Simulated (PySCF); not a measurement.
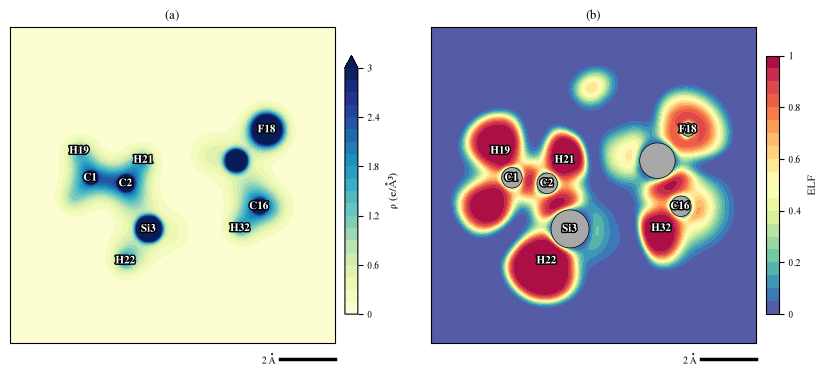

Figure 1: C5H19ClF2O4Si6. (a) electron density; (b) ELF on the plane of atoms C2, Si3 and H22. Grey discs cover the atomic cores in the ELF map.

Geometry: GFN2-xTB.

Method: PySCF 2.14.0, mPW1PW91/6-31G*, SCF density, gas phase, non-relativistic.

```tsv
atom	x (Å)	y (Å)	z (Å)
C	1.6902	2.3766	2.2383
C	0.8603	1.3534	2.0980
Si	1.2688	-0.4325	2.4826
F	0.1052	-1.0366	3.4240
O	1.2024	-1.4177	1.2037
Si	1.6575	-1.8471	-0.2813
Cl	3.0982	-3.2057	-0.1014
O	2.3323	-0.6310	-1.0812
Si	2.1497	0.9511	-1.4674
Si	2.5272	1.0457	-3.7252
O	0.6354	1.4132	-1.1235
Si	-0.9459	1.0533	-1.2127
C	-1.3817	0.3297	-2.9041
O	-1.2778	-0.0339	-0.0554
Si	-2.4285	-0.8087	0.7914
C	-1.9698	-2.6186	1.0607
C	-2.9198	0.1860	2.3234
F	-3.7143	-0.7782	-0.2121
H	1.4059	3.3860	1.9849
H	2.6926	2.2525	2.6162
H	-0.1309	1.5486	1.7072
H	2.5172	-0.6816	3.1834
H	0.4914	-2.3573	-0.9648
H	2.9342	1.6811	-0.4706
H	3.9573	1.1495	-4.0495
H	1.8991	2.2230	-4.3463
H	2.0337	-0.1048	-4.5042
H	-1.5696	2.3265	-0.8656
H	-2.4373	0.0825	-2.9588
H	-0.8206	-0.5831	-3.0947
H	-1.1585	1.0252	-3.7075
H	-1.0139	-2.7080	1.5640
H	-1.9050	-3.1579	0.1197
H	-2.7152	-3.1158	1.6739
H	-2.1724	0.1111	3.1058
H	-3.8580	-0.1780	2.7314
H	-3.0512	1.2382	2.0840
```

Question: Describe what can be read from this map.

Answer: The section cuts through C, Si, F and H sites. C–C (1.32 Å): the density is about 2.3 e/Å³ at the midpoint; the ELF peaks at about 0.95 between the atoms; a short, multiple covalent bond. C–Si (1.87 Å): the density is about 0.99 e/Å³ at the midpoint; the ELF peaks at about 1 between the atoms, as expected for a shared electron pair. C–H (1.08 Å): ρ at the midpoint is about 2 e/Å³; the ELF climbs to about 1 towards the hydrogen, as it does in any bond to H; an ordinary covalent bond to hydrogen. The ELF also peaks beside F18, away from the bonds: lone-pair regions.
